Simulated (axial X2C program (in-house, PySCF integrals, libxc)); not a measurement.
# A two-component session on AlB⁺: properties at the nuclei

Wanted for AlB⁺: properties at the nuclei, at the two-component level.

Program: an in-house X2C program for linear molecules on PySCF integrals. Level of theory: two-component X2C with atomic mean-field terms, Al dyall-v3z, B dyall-v3z. These are calculated values, not measurements.

## Step 1: Input

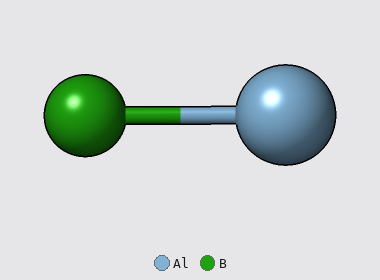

The two atoms at 2.110 Å (aluminium light blue, boron green).

Contents of task.json:

```json
{"zs": [13, 5], "q": 1, "bas": ["dyall-v3z", "dyall-v3z"], "r0": 2.11, "levels": ["PBE0", "HF", "LDA", "BHandHLYP", "TPSSh"], "nst": 3}
```

Keys: zs atomic numbers; q charge; bas basis sets; r0 starting distance in Å; levels methods (HF also brings MP2); nst determinants followed.

Launch:

```console
$ python soeom.py task.json out
```

Nuclei are Gaussian, cores are contracted, and the Gaunt term is on.

## Step 2: Expectation values, lowest determinant

R = 2.327 Å. State: Ω = 1/2 (excess of +ω over −ω: ω = 1/2).

Output of the PBE0 run:

```text
two-component X2C + atomic mean field  PBE0
basis functions 91  fitting functions 573  grid points 4359
iter        total energy     max residual
   1       -267.097188905     1.40e-05
   2       -267.097188925     1.13e-05
   3       -267.097188934     1.02e-05
   4       -267.097188964     4.34e-06
   5       -267.097188969     1.44e-06
   6       -267.097188970     2.35e-07
converged
one-electron -394.79874278  Coulomb 135.14615335  exact exchange -5.43050075  xc functional -16.76675746  nuclear repulsion 14.78148634  atomic mean-field constant -0.02882767
```

The highest occupied spinor is 44% B p, 29% Al p, 22% Al s.

| level | Eeff magnitude (GV/cm) | Ws magnitude Al (kHz) | A∥/gI Al (MHz) | qzz Al (a.u.) | A∥/gI B (MHz) | qzz B (a.u.) |
| --- | --- | --- | --- | --- | --- | --- |
| PBE0 | 0.0822 | 0.0656 | 75.2 | -0.84 | 65.9 | -0.61 |
| HF | 0.146 | 0.118 | -66.2 | -0.77 | 75.9 | -0.60 |
| LDA | 0.0714 | 0.0573 | 191 | -0.89 | 95 | -0.64 |
| BHandHLYP | 0.084 | 0.0674 | 47.8 | -0.81 | 81.4 | -0.63 |
| TPSSh | 0.0817 | 0.0655 | 83.8 | -0.86 | 80.3 | -0.63 |

Eeff is the effective electric field on the electron dipole moment in this Ω state and Ws the scalar–pseudoscalar constant (defined with the proton number Z and per Ω); A∥ is the parallel hyperfine constant, which follows by multiplying with the nuclear g factor gI = μI/(I μN); qzz is the electric field gradient, eQq0 = 234.96 MHz × Q/barn × qzz. The operators were transformed with the bare-nucleus X2C matrices.

## Step 3: Expectation values, a higher determinant

R = 2.327 Å. State: Ω = 3/2 (excess of +ω over −ω: ω = 3/2), 0.20 eV above the lowest in the PBE0 search for states (made at or near this distance, with looser thresholds).

Output of the PBE0 run:

```text
two-component X2C + atomic mean field  PBE0
basis functions 91  fitting functions 573  grid points 4359
iter        total energy     max residual
   1       -267.090019299     1.45e-05
   2       -267.090019332     1.26e-05
   3       -267.090019423     4.68e-06
   4       -267.090019432     1.18e-06
   5       -267.090019433     2.36e-06
converged
one-electron -394.54537924  Coulomb 134.85966721  exact exchange -5.41771689  xc functional -16.73924918  nuclear repulsion 14.78148634  atomic mean-field constant -0.02882767
```

The highest occupied spinor is 77% B p, 17% Al p, 4% Al d.

| level | Eeff magnitude (GV/cm) | Ws magnitude Al (kHz) | A∥/gI Al (MHz) | qzz Al (a.u.) | A∥/gI B (MHz) | qzz B (a.u.) |
| --- | --- | --- | --- | --- | --- | --- |
| PBE0 | 0.0685 | 0.0165 | -51 | -0.22 | 65.6 | 0.15 |
| HF | 0.194 | 0.0466 | -90.4 | -0.58 | 155 | 0.10 |
| LDA | 0.0291 | 0.00711 | -23.4 | -0.16 | 48.3 | 0.12 |
| BHandHLYP | 0.0656 | 0.0158 | -37.1 | -0.23 | 77.1 | 0.20 |
| TPSSh | 0.0806 | 0.0195 | -56.3 | -0.23 | 75.8 | 0.13 |

## Step 4: Expectation values, a higher determinant

R = 2.327 Å. State: Ω = 5/2 (excess of +ω over −ω: 2 × ω = 1/2, ω = 3/2), 1.75 eV above the lowest in the PBE0 search for states (made at or near this distance, with looser thresholds).

Output of the PBE0 run:

```text
two-component X2C + atomic mean field  PBE0
basis functions 91  fitting functions 573  grid points 4359
iter        total energy     max residual
   1       -267.032947947     9.45e-05
   2       -267.032947874     1.18e-04
   3       -267.032948019     6.95e-06
   4       -267.032948021     4.51e-06
converged
one-electron -394.31180606  Coulomb 134.72891426  exact exchange -5.43551959  xc functional -16.76719530  nuclear repulsion 14.78148634  atomic mean-field constant -0.02882767
```

The highest occupied spinor is 70% B p, 26% Al p, 3% Al d.

| level | Eeff magnitude (GV/cm) | Ws magnitude Al (kHz) | A∥/gI Al (MHz) | qzz Al (a.u.) | A∥/gI B (MHz) | qzz B (a.u.) |
| --- | --- | --- | --- | --- | --- | --- |
| PBE0 | 0.14 | 0.0223 | 325 | -0.92 | 173 | -0.31 |
| HF | 0.185 | 0.0289 | 232 | -1.12 | 215 | -0.26 |
| LDA | 0.128 | 0.0205 | 342 | -0.83 | 173 | -0.33 |
| BHandHLYP | 0.154 | 0.0244 | 330 | -0.98 | 189 | -0.31 |
| TPSSh | 0.131 | 0.0209 | 344 | -0.86 | 164 | -0.33 |

## Step 5: Summary of results

```
                                        quantity                                                 value
                              lowest determinant               Ω = 1/2 (excess of +ω over −ω: ω = 1/2)
                    Eeff magnitude (GV/cm), PBE0                                                0.0822
                     Ws magnitude Al (kHz), PBE0                                                0.0656
                            A∥/gI Al (MHz), PBE0                                                  75.2
                             qzz Al (a.u.), PBE0                                                 -0.84
                              higher determinant               Ω = 3/2 (excess of +ω over −ω: ω = 3/2)
Eeff magnitude (GV/cm), PBE0, higher determinant                                                0.0685
 Ws magnitude Al (kHz), PBE0, higher determinant                                                0.0165
        A∥/gI Al (MHz), PBE0, higher determinant                                                   -51
         qzz Al (a.u.), PBE0, higher determinant                                                 -0.22
                              higher determinant  Ω = 5/2 (excess of +ω over −ω: 2 × ω = 1/2, ω = 3/2)
Eeff magnitude (GV/cm), PBE0, higher determinant                                                  0.14
 Ws magnitude Al (kHz), PBE0, higher determinant                                                0.0223
        A∥/gI Al (MHz), PBE0, higher determinant                                                   325
         qzz Al (a.u.), PBE0, higher determinant                                                 -0.92
```

In words: In the first state, the effective field runs from 0.0714 to 0.146 GV/cm over the mean-field levels, so the levels don't agree on it. The expectation values come from single determinants, which for open shells can mix terms of unlike spin or miss the lowest Ω, so a determinant need not be a state. Eeff is the effective electric field on the electron dipole moment in this Ω state and Ws the scalar–pseudoscalar constant (defined with the proton number Z and per Ω); A∥ is the parallel hyperfine constant, which follows by multiplying with the nuclear g factor gI = μI/(I μN); qzz is the electric field gradient, eQq0 = 234.96 MHz × Q/barn × qzz. The operators were transformed with the bare-nucleus X2C matrices.
